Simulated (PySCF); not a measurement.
C$_{4}$H$_{8}$, triplet, SMILES `[CH2]CC[CH2]`.

Level of theory: r2SCAN/cc-pVTZ (PySCF), at a geometry from GFN2-xTB. No frequency check shows the geometry to be a minimum. The stability of the open-shell solution wasn't checked. GFN2-xTB doesn't know the spin state, so this open-shell geometry is rough.

Input script:

```python
import numpy as np
from pyscf import gto, scf, dft
from pyscf.scf import atom_ks, atom_hf
from scipy.linalg import block_diag

def solve(mol, dm0=None, hcore=None):
    mf = (dft.UKS if mol.spin else dft.RKS)(mol, xc='r2scan')
    mf.grids.level = 3
    mf = mf.density_fit(auxbasis='def2-universal-jkfit')
    mf.conv_tol, mf.max_cycle = 1e-8, 80
    if hcore is not None:
        mf.get_hcore = lambda *args: hcore
    mf.kernel(dm0)
    if not mf.converged:
        mf = mf.newton().run(mf.mo_coeff, mf.mo_occ, max_cycle=30)
    assert mf.converged, 'SCF not converged'
    return mf

mol = gto.M(atom='''
C     -1.50569    -0.59164     0.17734
C     -0.71627     0.56777    -0.27223
C      0.70937     0.57153     0.27984
C      1.50956    -0.57686    -0.17840
H     -2.51017    -0.72717    -0.17336
H     -1.08492    -1.31859     0.84205
H     -0.67992     0.59214    -1.37178
H     -1.22189     1.50161     0.01950
H      1.20068     1.51423    -0.01456
H      0.67881     0.58991     1.37718
H      2.45265    -0.79627     0.28257
H      1.18292    -1.18071    -1.00088
''', basis='cc-pvtz', charge=0, spin=2, verbose=4)
mf = solve(mol)
mf.analyze()
# spherically averaged free atoms, for the promolecule
atm = atom_ks.get_atm_nrks(mol, xc='r2scan')
pro = block_diag(*[(atm[a[0]][2] * atm[a[0]][3]) @ atm[a[0]][2].T for a in mol._atom])
np.savez('result.npz', e=mf.e_tot, c=mf.mo_coeff, occ=mf.mo_occ, eps=mf.mo_energy, pro=pro, dip=mf.dip_moment(verbose=0), s2=mf.spin_square()[0])
```

Command:

```sh
OMP_NUM_THREADS=1 python input.py
```

The run took 4.4 min on 1 thread of Arm Neoverse V1 (shared host), peak memory 1.1 GiB.

Partitions, critical points and surface values were worked out afterwards from this run's density.

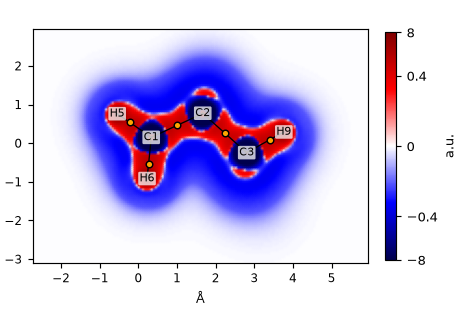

Negative Laplacian of the density (−∇²ρ) in the plane of C1, C2, C3, H5, H6 and H9 (red positive, blue negative, colour scale in a.u., logarithmic beyond ±0.04), with bond paths and bond critical points (dots).

Question: At which bond critical points in this plane is charge locally concentrated, and at which depleted?

Answer: Concentrated (∇²ρ < 0): C1–H6 (−1.17 a.u.); C1–H5 (−1.17 a.u.); C3–H9 (−1.02 a.u.); C1–C2 (−0.76 a.u.); C2–C3 (−0.60 a.u.). At none is it depleted.

Question: Where along C1–H6 does the critical point lie?

Answer: 0.68 Å from C1 and 0.39 Å from H6.
